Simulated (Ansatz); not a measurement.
# Cobalt, diamond under BLYP: from relaxation to bulk modulus, part 2 of 2

What does BLYP give for cobalt in the diamond structure? We relax it, solve it on a dense k-mesh, then scale the cell to 7 volumes from 88 to 112 % of the relaxed one and try a fit of the equation of state. Spin polarisation is left out, though the real metal is magnetic, so this state lies above the ground state. The k-meshes are 11×11×11 for the relaxation; 18×18×18 for the dense run; 12×12×12 for the volumes.

Ansatz 0.2.0; DFT, BLYP, plane waves (420 eV) with PAW, scalar-relativistic. The steps go on from the part before.

## 3. The energy on a finer k-mesh

This is Co in the diamond structure; at room conditions it is hcp.

Input file input.yaml:

```yaml
crystal:
  lattice:
    - [0.0, 2.5014464468, 2.5014464468]
    - [2.5014464468, 0.0, 2.5014464468]
    - [2.5014464468, 2.5014464468, 0.0]
  atoms:
    - { symbol: Co, position: [0.125, 0.125, 0.125] }
    - { symbol: Co, position: [0.875, 0.875, 0.875] }
hamiltonian:
  xc: blyp
  pseudopotentials:
    kind: paw
    azcp:
      Co: "pseudopotentials/Co.paw.azcp"
basis:
  ecutwfc: 420
  fft_grid_basis: typed
kpoints:
  mp_grid: { grid: [18, 18, 18], shift: [0, 0, 0] }
magnetization:
  spin_polarized: false
scf:
  occupations: { method: fermi_dirac, width: 0.1 }
output:
  write_density: true
  write_potential: true
  elf: true
  volumetric_format: npy
```

Run with:

```
> ansatz run input.yaml --threads 2 --pin off --max-ram 5120MiB --backend cpu --events-out ev --progress --plain --runs-dir out
```

The program printed:

```text
Warning: RAYON_NUM_THREADS=2 ignored (pool sized by the plan → 2); use --threads N
[... 11 set-up lines as earlier in the session ...]
Crystal: 2 atoms, lattice volume = 31.304 Å³
Basis set: ecut = 420 eV, 609 PW (Γ), exchange–correlation on 48×48×48 points (8 copies of the dense FFT grid, shifted against one another)
Bands: 21, of which v1, the nominal top of the filled ones, is band 17 counted from 1 (16 counted from 0)
[... 1 set-up line as earlier in the session ...]
Space group: Fd-3m (ITA 227), of the structure as read, at distance tolerance 3.2e-5 Å
k-points: 195 of 5832
[... 7 set-up lines as earlier in the session ...]
SCF iter   1: F=—  HF=-10266.598120 eV  |F-HF|=—  |Δ(HF+E_count)|=         —  Δρ=3.68e-2  dr2=3.03e-1  ethr=1.77e-3  ⟨swp⟩=5.8  Hψ=15914  notcnv=0
preconditioner: auto → LDOS  [metal: Δε(μ)=0.002 eV  Ē_g=4.838 eV  σ=0.100 eV  W_gap=0.00  n_scr=14 (ndim 8)  ℏωp=28.2 eV  f_vac=0.012  D(μ)=4.96/eV (n_scr^D=64)  β→1.0]
SCF iter   2: F=—  HF=-10266.600254 eV  |F-HF|=—  |Δ(HF+E_count)|=   2.13e-3  Δρ=4.48e-2  dr2=3.07e-1  ethr=8.90e-4  ⟨swp⟩=2.0  Hψ=8066  notcnv=0
SCF iter   3: F=—  HF=-10266.550253 eV  |F-HF|=—  |Δ(HF+E_count)|=   5.00e-2  Δρ=5.69e-3  dr2=3.73e-3  ethr=8.90e-4  ⟨swp⟩=2.0  Hψ=6503  notcnv=0
SCF iter   4: F=—  HF=-10266.551527 eV  |F-HF|=—  |Δ(HF+E_count)|=   1.27e-3  Δρ=7.50e-4  dr2=9.29e-5  ethr=1.10e-5  ⟨swp⟩=2.1  Hψ=8141  notcnv=0
SCF iter   5: F=—  HF=-10266.551590 eV  |F-HF|=—  |Δ(HF+E_count)|=   6.33e-5  Δρ=5.18e-5  dr2=9.05e-7  ethr=2.73e-7  ⟨swp⟩=2.0  Hψ=5769  notcnv=0
SCF iter   6: F=-10266.551591 eV  HF=-10266.551591 eV  |F-HF|=2.42e-9  |Δ(HF+E_count)|=   6.98e-7  Δρ=1.98e-5  dr2=4.63e-8  ethr=2.94e-10  ⟨swp⟩=4.2  Hψ=12953  notcnv=0
SCF 1 converged in 6 iterations: F = -10266.551591 eV  dr2 = 4.63e-8
SCF converged after 6 iterations
Free energy (F): -10266.551591 eV
Harris-Foulkes:  -10266.551591 eV  (|F-HF|=2.42e-9)
Internal energy: -10266.398104 eV  (E = F + TS)
E sigma→0 (E₀):  -10266.474848 eV
Entropy (-TS):   -0.153486 eV (-76.743 meV/atom)
Fermi energy:    12.037603 eV
--- Per-component energies (eV) ---
  E_band       = -708.708539
  E_kinetic    = 911.899919
  E_local      = -7334.361958  (includes V_loc(G=0)·N_el)
  E_nonlocal   = 909.935656
  E_hartree    = 3097.295788
  E_xc         = -313.434875
  E_vxc        = -402.677353  (∫ρ·V_xc dr)
  E_paw        = -3056.910097  (= ΣΔE_a)
  E_vpaw       = -988.115258  (= ΣTr[D̂ρ^β])
  E_aug_tail   = 0.000130  (compensation charges beyond the density's cutoff)
  E_ewald      = -4480.836849
  E_core_change = 0.014181  (= ΣΔE_core)
  E_smearing   = -0.153486  (= −TS)
  E_closure    = -0.000000  (closes the sum)
  Σ components = -10266.551591   (vs F -10266.551591, Δ=0.00e0)
--- Band table (eV; the first three rows and the last of 195) ---
  k-point 0: bands = ["-82.9231", "-82.7192", "-46.3927", "-46.3927", "-46.3927", "-46.0450", "-46.0450", "-46.0450", "5.4682", "9.1957", "9.1957", "9.3447", "9.3447", "9.3447", "11.0527", "11.0527", "11.0527", "12.2958", "12.2958", "24.8108", "24.8108"]
  k-point 1: bands = ["-82.9220", "-82.7204", "-46.3939", "-46.3939", "-46.3924", "-46.0456", "-46.0438", "-46.0438", "5.5268", "9.1513", "9.1513", "9.3473", "9.4031", "9.4031", "11.0288", "11.0489", "11.0489", "12.2959", "12.2959", "23.3951", "24.2698"]
  k-point 2: bands = ["-82.9185", "-82.7237", "-46.3974", "-46.3974", "-46.3914", "-46.0472", "-46.0405", "-46.0405", "5.7011", "9.0891", "9.0891", "9.3562", "9.5027", "9.5027", "10.9595", "11.0421", "11.0421", "12.2952", "12.2952", "21.7335", "23.6487"]
  k-point 194: bands = ["-82.8206", "-82.8206", "-46.4662", "-46.4662", "-46.2219", "-46.2219", "-45.9744", "-45.9744", "8.6302", "8.6302", "9.6071", "9.6071", "10.1772", "10.1772", "10.5446", "10.5446", "12.4774", "12.4774", "14.2355", "14.2355", "15.2633"]
```

It took 1.8 s on 2 threads of Intel Xeon 6975P-C (Granite Rapids), shared host; peak memory 0.41 GiB.

Axes a, b and c in the maps are those of this run's conventional cell (a, b, c = 5.003, 5.003, 5.003 Å).

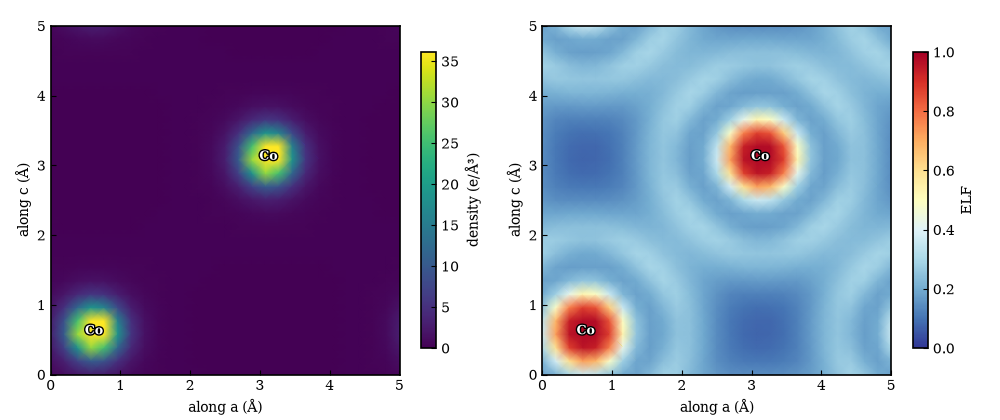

Density (left) and ELF (right) in a lattice plane of the grid's cell (edges 5.00 and 5.00 Å, at 0.125 of the third edge), which holds Co. Only atoms in the plane are labelled; the density scale stops at 36.12 e/Å³. Both are smooth fields of the valence electrons: close to the nuclei they are not physical.

## 4. Volume × 0.88

Input file input.yaml:

```yaml
crystal:
  lattice:
    - [0.0, 2.3970960353, 2.3970960353]
    - [2.3970960353, 0.0, 2.3970960353]
    - [2.3970960353, 2.3970960353, 0.0]
  atoms:
    - { symbol: Co, position: [0.125, 0.125, 0.125] }
    - { symbol: Co, position: [0.875, 0.875, 0.875] }
hamiltonian:
  xc: blyp
  pseudopotentials:
    kind: paw
    azcp:
      Co: "pseudopotentials/Co.paw.azcp"
basis:
  ecutwfc: 420
  fft_grid_basis: typed
kpoints:
  mp_grid: { grid: [12, 12, 12], shift: [0, 0, 0] }
magnetization:
  spin_polarized: false
scf:
  occupations: { method: fermi_dirac, width: 0.1 }
  lower_state_search: "off"
output:
  stress: true
  write_density: true
  write_potential: true
  elf: true
  volumetric_format: npy
```

Run with:

```
> ansatz run input.yaml --threads 2 --pin off --max-ram 5120MiB --backend cpu --events-out ev --progress --plain --runs-dir out
```

The program printed, cut to the lines that bear on the results:

```text
Warning: RAYON_NUM_THREADS=2 ignored (pool sized by the plan → 2); use --threads N
[...]
[... 3 set-up lines as earlier in the session ...]
[...]
Crystal: 2 atoms, lattice volume = 27.548 Å³
Basis set: ecut = 420 eV, 537 PW (Γ), exchange–correlation on 48×48×48 points (8 copies of the dense FFT grid, shifted against one another)
Bands: 21, of which v1, the nominal top of the filled ones, is band 17 counted from 1 (16 counted from 0)
[... 1 set-up line as earlier in the session ...]
Space group: Fd-3m (ITA 227), of the structure as read, at distance tolerance 3.0e-5 Å
k-points: 72 of 1728
[...]
SCF iter   1: F=—  HF=-10266.400392 eV  |F-HF|=—  |Δ(HF+E_count)|=         —  Δρ=4.05e-2  dr2=3.15e-1  ethr=1.77e-3  ⟨swp⟩=5.8  Hψ=5866  notcnv=0
[...]
SCF iter   8: F=-10266.348638 eV  HF=-10266.348638 eV  |F-HF|=9.94e-9  |Δ(HF+E_count)|=   1.82e-7  Δρ=4.24e-6  dr2=2.62e-9  ethr=2.94e-10  ⟨swp⟩=9.2  Hψ=10730  notcnv=0
[...]
SCF converged after 8 iterations
Free energy (F): -10266.348638 eV
[...]
E sigma→0 (E₀):  -10266.285388 eV
Entropy (-TS):   -0.126501 eV (-63.250 meV/atom)
Fermi energy:    14.324630 eV
[...]
--- Stress (GPa, compression-positive) ---
       19.581436      -0.000000       0.000000
       -0.000000      19.581436      -0.000000
        0.000000      -0.000000      19.581436
  P = ⅓ Tr σ = 19.5814 GPa (195.814 kbar)
--- Band table (eV; the first three rows and the last of 72) ---
  k-point 0: bands = ["-80.9463", "-80.6125", "-44.4424", "-44.4424", "-44.4424", "-43.9390", "-43.9390", "-43.9390", "7.0738", "10.9231", "10.9231", "11.1708", "11.1708", "11.1708", "13.1464", "13.1464", "13.1464", "14.6501", "14.6501", "28.3815", "28.3815"]
[...]
```

It took 0.88 s on 2 threads of Intel Xeon 6975P-C (Granite Rapids), shared host; peak memory 0.36 GiB.

## 5. Volume × 0.92

input.yaml: that of step 4 with these lines changed.

```diff
@@ -2,5 +2,5 @@
   lattice:
-    - [0.0, 2.3970960353, 2.3970960353]
-    - [2.3970960353, 0.0, 2.3970960353]
-    - [2.3970960353, 2.3970960353, 0.0]
+    - [0.0, 2.4328788635, 2.4328788635]
+    - [2.4328788635, 0.0, 2.4328788635]
+    - [2.4328788635, 2.4328788635, 0.0]
   atoms:
@@ -26,5 +26 @@
   stress: true
-  write_density: true
-  write_potential: true
-  elf: true
-  volumetric_format: npy
```

Run with:

```
> ansatz run input.yaml --threads 2 --pin off --max-ram 5120MiB --backend cpu --events-out ev --progress --plain --runs-dir out
```

The program printed, cut to the lines that bear on the results:

```text
Warning: RAYON_NUM_THREADS=2 ignored (pool sized by the plan → 2); use --threads N
[...]
[... 3 set-up lines as earlier in the session ...]
[...]
Crystal: 2 atoms, lattice volume = 28.800 Å³
Basis set: ecut = 420 eV, 537 PW (Γ), exchange–correlation on 48×48×48 points (8 copies of the dense FFT grid, shifted against one another)
Bands: 21, of which v1, the nominal top of the filled ones, is band 17 counted from 1 (16 counted from 0)
[... 2 set-up lines as earlier in the session ...]
k-points: 72 of 1728
[...]
SCF iter   1: F=—  HF=-10266.517589 eV  |F-HF|=—  |Δ(HF+E_count)|=         —  Δρ=3.88e-2  dr2=3.04e-1  ethr=1.77e-3  ⟨swp⟩=5.8  Hψ=5872  notcnv=0
[...]
SCF iter   8: F=-10266.468899 eV  HF=-10266.468899 eV  |F-HF|=1.13e-8  |Δ(HF+E_count)|=   1.88e-7  Δρ=4.55e-6  dr2=3.22e-9  ethr=2.94e-10  ⟨swp⟩=4.6  Hψ=5158  notcnv=0
[...]
SCF converged after 8 iterations
Free energy (F): -10266.468899 eV
[...]
E sigma→0 (E₀):  -10266.401238 eV
Entropy (-TS):   -0.135323 eV (-67.661 meV/atom)
Fermi energy:    13.494045 eV
[...]
--- Stress (GPa, compression-positive) ---
       11.505514      -0.000000      -0.000000
       -0.000000      11.505514      -0.000000
        0.000000       0.000000      11.505514
  P = ⅓ Tr σ = 11.5055 GPa (115.055 kbar)
```

It took 0.68 s on 2 threads of Intel Xeon 6975P-C (Granite Rapids), shared host; peak memory 0.35 GiB.

## 6. Volume × 0.96

input.yaml: that of step 5 with these lines changed.

```diff
@@ -2,5 +2,5 @@
   lattice:
-    - [0.0, 2.4328788635, 2.4328788635]
-    - [2.4328788635, 0.0, 2.4328788635]
-    - [2.4328788635, 2.4328788635, 0.0]
+    - [0.0, 2.4676389721, 2.4676389721]
+    - [2.4676389721, 0.0, 2.4676389721]
+    - [2.4676389721, 2.4676389721, 0.0]
   atoms:
```

Run with:

```
> ansatz run input.yaml --threads 2 --pin off --max-ram 5120MiB --backend cpu --events-out ev --progress --plain --runs-dir out
```

The program printed, cut to the lines that bear on the results:

```text
Warning: RAYON_NUM_THREADS=2 ignored (pool sized by the plan → 2); use --threads N
[...]
[... 3 set-up lines as earlier in the session ...]
[...]
Crystal: 2 atoms, lattice volume = 30.052 Å³
Basis set: ecut = 420 eV, 609 PW (Γ), exchange–correlation on 48×48×48 points (8 copies of the dense FFT grid, shifted against one another)
Bands: 21, of which v1, the nominal top of the filled ones, is band 17 counted from 1 (16 counted from 0)
[... 2 set-up lines as earlier in the session ...]
k-points: 72 of 1728
[...]
SCF iter   1: F=—  HF=-10266.579616 eV  |F-HF|=—  |Δ(HF+E_count)|=         —  Δρ=3.75e-2  dr2=3.00e-1  ethr=1.77e-3  ⟨swp⟩=5.8  Hψ=5896  notcnv=0
[...]
SCF iter   8: F=-10266.532747 eV  HF=-10266.532747 eV  |F-HF|=1.16e-8  |Δ(HF+E_count)|=   2.08e-7  Δρ=5.09e-6  dr2=4.37e-9  ethr=2.94e-10  ⟨swp⟩=4.6  Hψ=5131  notcnv=0
[...]
SCF converged after 8 iterations
Free energy (F): -10266.532747 eV
[...]
E sigma→0 (E₀):  -10266.460624 eV
Entropy (-TS):   -0.144245 eV (-72.123 meV/atom)
Fermi energy:    12.733481 eV
[...]
--- Stress (GPa, compression-positive) ---
        5.089572      -0.000000       0.000000
       -0.000000       5.089572       0.000000
       -0.000000       0.000000       5.089572
  P = ⅓ Tr σ = 5.0896 GPa (50.896 kbar)
```

It took 0.71 s on 2 threads of Intel Xeon 6975P-C (Granite Rapids), shared host; peak memory 0.35 GiB.

## 7. Volume × 1.0

input.yaml: that of step 6 with these lines changed.

```diff
@@ -2,5 +2,5 @@
   lattice:
-    - [0.0, 2.4676389721, 2.4676389721]
-    - [2.4676389721, 0.0, 2.4676389721]
-    - [2.4676389721, 2.4676389721, 0.0]
+    - [0.0, 2.5014464468, 2.5014464468]
+    - [2.5014464468, 0.0, 2.5014464468]
+    - [2.5014464468, 2.5014464468, 0.0]
   atoms:
```

Run with:

```
> ansatz run input.yaml --threads 2 --pin off --max-ram 5120MiB --backend cpu --events-out ev --progress --plain --runs-dir out
```

The program printed, cut to the lines that bear on the results:

```text
Warning: RAYON_NUM_THREADS=2 ignored (pool sized by the plan → 2); use --threads N
[...]
[... 3 set-up lines as earlier in the session ...]
[...]
Crystal: 2 atoms, lattice volume = 31.304 Å³
Basis set: ecut = 420 eV, 609 PW (Γ), exchange–correlation on 48×48×48 points (8 copies of the dense FFT grid, shifted against one another)
Bands: 21, of which v1, the nominal top of the filled ones, is band 17 counted from 1 (16 counted from 0)
[... 2 set-up lines as earlier in the session ...]
k-points: 72 of 1728
[...]
SCF iter   1: F=—  HF=-10266.597605 eV  |F-HF|=—  |Δ(HF+E_count)|=         —  Δρ=3.65e-2  dr2=2.99e-1  ethr=1.77e-3  ⟨swp⟩=5.7  Hψ=5888  notcnv=0
[...]
SCF iter   6: F=-10266.551815 eV  HF=-10266.551815 eV  |F-HF|=4.85e-9  |Δ(HF+E_count)|=   6.84e-7  Δρ=1.91e-5  dr2=4.44e-8  ethr=2.94e-10  ⟨swp⟩=4.8  Hψ=6013  notcnv=0
[...]
SCF converged after 6 iterations
Free energy (F): -10266.551815 eV
[...]
E sigma→0 (E₀):  -10266.475208 eV
Entropy (-TS):   -0.153213 eV (-76.606 meV/atom)
Fermi energy:    12.034856 eV
[...]
--- Stress (GPa, compression-positive) ---
       -0.017776       0.000000      -0.000000
        0.000000      -0.017776       0.000000
        0.000000      -0.000000      -0.017776
  P = ⅓ Tr σ = -0.0178 GPa (-0.178 kbar)
```

It took 0.66 s on 2 threads of Intel Xeon 6975P-C (Granite Rapids), shared host; peak memory 0.36 GiB.

## 8. Volume × 1.04

input.yaml: that of step 7 with these lines changed.

```diff
@@ -2,5 +2,5 @@
   lattice:
-    - [0.0, 2.5014464468, 2.5014464468]
-    - [2.5014464468, 0.0, 2.5014464468]
-    - [2.5014464468, 2.5014464468, 0.0]
+    - [0.0, 2.5343639907, 2.5343639907]
+    - [2.5343639907, 0.0, 2.5343639907]
+    - [2.5343639907, 2.5343639907, 0.0]
   atoms:
```

Run with:

```
> ansatz run input.yaml --threads 2 --pin off --max-ram 5120MiB --backend cpu --events-out ev --progress --plain --runs-dir out
```

The program printed, cut to the lines that bear on the results:

```text
Warning: RAYON_NUM_THREADS=2 ignored (pool sized by the plan → 2); use --threads N
[...]
[... 3 set-up lines as earlier in the session ...]
[...]
Crystal: 2 atoms, lattice volume = 32.556 Å³
Basis set: ecut = 420 eV, 609 PW (Γ), exchange–correlation on 48×48×48 points (8 copies of the dense FFT grid, shifted against one another)
Bands: 21, of which v1, the nominal top of the filled ones, is band 17 counted from 1 (16 counted from 0)
[... 2 set-up lines as earlier in the session ...]
k-points: 72 of 1728
[...]
SCF iter   1: F=—  HF=-10266.580278 eV  |F-HF|=—  |Δ(HF+E_count)|=         —  Δρ=3.57e-2  dr2=3.00e-1  ethr=1.77e-3  ⟨swp⟩=5.8  Hψ=5875  notcnv=0
[...]
SCF iter   6: F=-10266.535190 eV  HF=-10266.535190 eV  |F-HF|=1.91e-9  |Δ(HF+E_count)|=   6.70e-7  Δρ=1.99e-5  dr2=5.10e-8  ethr=2.94e-10  ⟨swp⟩=4.8  Hψ=6078  notcnv=0
[...]
SCF converged after 6 iterations
Free energy (F): -10266.535190 eV
[...]
E sigma→0 (E₀):  -10266.454099 eV
Entropy (-TS):   -0.162181 eV (-81.091 meV/atom)
Fermi energy:    11.390977 eV
[...]
--- Stress (GPa, compression-positive) ---
       -4.075802      -0.000000      -0.000000
       -0.000000      -4.075802      -0.000000
        0.000000       0.000000      -4.075802
  P = ⅓ Tr σ = -4.0758 GPa (-40.758 kbar)
```

Run time: 0.68 s. Hardware: 2 threads of Intel Xeon 6975P-C (Granite Rapids), shared host; peak memory 0.36 GiB.

## 9. Volume × 1.08

input.yaml: that of step 8 with these lines changed.

```diff
@@ -2,5 +2,5 @@
   lattice:
-    - [0.0, 2.5343639907, 2.5343639907]
-    - [2.5343639907, 0.0, 2.5343639907]
-    - [2.5343639907, 2.5343639907, 0.0]
+    - [0.0, 2.5664479535, 2.5664479535]
+    - [2.5664479535, 0.0, 2.5664479535]
+    - [2.5664479535, 2.5664479535, 0.0]
   atoms:
@@ -26 +26,5 @@
   stress: true
+  write_density: true
+  write_potential: true
+  elf: true
+  volumetric_format: npy
```

Run with:

```
> ansatz run input.yaml --threads 2 --pin off --max-ram 5120MiB --backend cpu --events-out ev --progress --plain --runs-dir out
```

The program printed, cut to the lines that bear on the results:

```text
Warning: RAYON_NUM_THREADS=2 ignored (pool sized by the plan → 2); use --threads N
[...]
[... 3 set-up lines as earlier in the session ...]
[...]
Crystal: 2 atoms, lattice volume = 33.809 Å³
Basis set: ecut = 420 eV, 645 PW (Γ), exchange–correlation on 50×50×50 points (8 copies of the dense FFT grid, shifted against one another)
Bands: 21, of which v1, the nominal top of the filled ones, is band 17 counted from 1 (16 counted from 0)
[... 2 set-up lines as earlier in the session ...]
k-points: 72 of 1728
[...]
SCF iter   1: F=—  HF=-10266.534710 eV  |F-HF|=—  |Δ(HF+E_count)|=         —  Δρ=3.50e-2  dr2=3.01e-1  ethr=1.77e-3  ⟨swp⟩=5.7  Hψ=5847  notcnv=0
[...]
SCF iter   7: F=-10266.490253 eV  HF=-10266.490253 eV  |F-HF|=6.86e-9  |Δ(HF+E_count)|=   6.67e-9  Δρ=7.59e-6  dr2=8.84e-9  ethr=2.94e-10  ⟨swp⟩=8.0  Hψ=9835  notcnv=0
[...]
SCF converged after 7 iterations
Free energy (F): -10266.490253 eV
[...]
E sigma→0 (E₀):  -10266.404702 eV
Entropy (-TS):   -0.171103 eV (-85.552 meV/atom)
Fermi energy:    10.795934 eV
[...]
--- Stress (GPa, compression-positive) ---
       -7.294572       0.000000       0.000000
        0.000000      -7.294572       0.000000
        0.000000      -0.000000      -7.294572
  P = ⅓ Tr σ = -7.2946 GPa (-72.946 kbar)
--- Band table (eV; the first three rows and the last of 72) ---
  k-point 0: bands = ["-84.0050", "-83.8544", "-47.4604", "-47.4604", "-47.4604", "-47.1842", "-47.1842", "-47.1842", "4.6118", "8.2493", "8.2493", "8.3537", "8.3537", "8.3537", "9.9162", "9.9162", "9.9162", "11.0212", "11.0212", "22.8369", "22.8369"]
[...]
```

Wall time 1 s (2 threads of Intel Xeon 6975P-C (Granite Rapids), shared host); peak memory 0.37 GiB.

## 10. Volume × 1.12

input.yaml: that of step 9 with these lines changed.

```diff
@@ -2,5 +2,5 @@
   lattice:
-    - [0.0, 2.5664479535, 2.5664479535]
-    - [2.5664479535, 0.0, 2.5664479535]
-    - [2.5664479535, 2.5664479535, 0.0]
+    - [0.0, 2.5977491842, 2.5977491842]
+    - [2.5977491842, 0.0, 2.5977491842]
+    - [2.5977491842, 2.5977491842, 0.0]
   atoms:
@@ -26,5 +26 @@
   stress: true
-  write_density: true
-  write_potential: true
-  elf: true
-  volumetric_format: npy
```

Run with:

```
> ansatz run input.yaml --threads 2 --pin off --max-ram 5120MiB --backend cpu --events-out ev --progress --plain --runs-dir out
```

The program printed, cut to the lines that bear on the results:

```text
Warning: RAYON_NUM_THREADS=2 ignored (pool sized by the plan → 2); use --threads N
[...]
[... 3 set-up lines as earlier in the session ...]
[...]
Crystal: 2 atoms, lattice volume = 35.061 Å³
Basis set: ecut = 420 eV, 701 PW (Γ), exchange–correlation on 50×50×50 points (8 copies of the dense FFT grid, shifted against one another)
Bands: 21, of which v1, the nominal top of the filled ones, is band 17 counted from 1 (16 counted from 0)
[... 1 set-up line as earlier in the session ...]
Space group: Fd-3m (ITA 227), of the structure as read, at distance tolerance 3.3e-5 Å
k-points: 72 of 1728
[...]
SCF iter   1: F=—  HF=-10266.466750 eV  |F-HF|=—  |Δ(HF+E_count)|=         —  Δρ=3.42e-2  dr2=3.01e-1  ethr=1.77e-3  ⟨swp⟩=5.7  Hψ=5866  notcnv=0
[...]
SCF iter   7: F=-10266.422905 eV  HF=-10266.422905 eV  |F-HF|=1.11e-8  |Δ(HF+E_count)|=   7.17e-9  Δρ=9.68e-6  dr2=1.46e-8  ethr=2.94e-10  ⟨swp⟩=4.0  Hψ=4898  notcnv=0
[...]
SCF converged after 7 iterations
Free energy (F): -10266.422905 eV
[...]
E sigma→0 (E₀):  -10266.332941 eV
Entropy (-TS):   -0.179927 eV (-89.964 meV/atom)
Fermi energy:    10.244661 eV
[...]
--- Stress (GPa, compression-positive) ---
       -9.838368       0.000000       0.000000
        0.000000      -9.838368      -0.000000
        0.000000       0.000000      -9.838368
  P = ⅓ Tr σ = -9.8384 GPa (-98.384 kbar)
```

Wall time 0.86 s (2 threads of Intel Xeon 6975P-C (Granite Rapids), shared host); peak memory 0.36 GiB.

## 11. The equation of state

The cell was scaled evenly, with its shape and the fractional positions fixed.

```
V (Å³/atom)  E − E₀ (meV/atom)  P from the stress (GPa)  P from the fit (GPa)
     13.774               95.0                    19.58                 19.05
     14.400               37.1                    11.51                 10.93
     15.026                7.4                     5.09                  4.51
     15.652                0.1                    -0.02                 -0.59
     16.278               10.7                    -4.08                 -4.64
     16.904               35.4                    -7.29                 -7.86
     17.530               71.3                    -9.84                -10.42
```

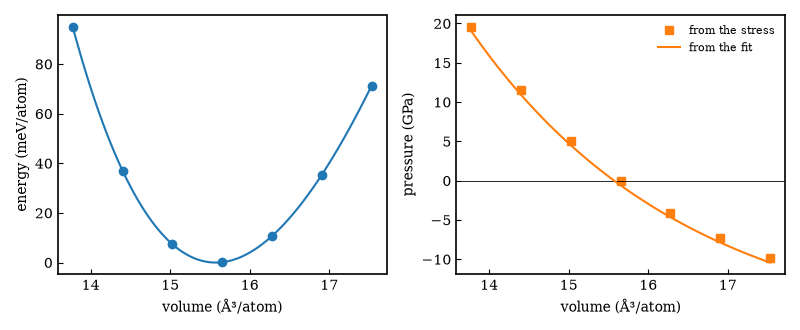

Energy and pressure against volume; the lines are the Birch-Murnaghan fit.

Fit (Birch-Murnaghan, third order): V₀ = 15.572 Å³/atom, B₀ = 116 GPa, B₀′ = 4.7, largest residual 0.02 meV/atom.

The fit is made to E(σ → 0), while the stress belongs to the free energy F; that is one source of the offset between the two pressures.

## 12. Outcome

What follows sums up all 2 parts.

| quantity | value |
| --- | --- |
| space group (spins left aside) | Fd-3m (No. 227) |
| conventional cell | a = 5.003 Å |
| volume | 15.652 Å³/atom |
| shortest distance | 2.166 Å |
| gap on the mesh | none (levels filled in part) |
| relative to hcp, ferromagnetic | +1022 meV/atom |
| V₀, B₀, B₀′ | 15.572 Å³/atom, 116 GPa, 4.7 |

What this shows: The relaxation enlarged the cell by 4.7 % in volume. It lies 1022 meV/atom above the element's reference form at the same level (hcp, ferromagnetic, from a run of its own); part of this is magnetic energy, as this run has no moments. Levels at the Fermi energy are filled in part, as in a metal. The fitted modulus is 116 GPa. The symmetry was held, so the structure may be unstable against distortions that break it.
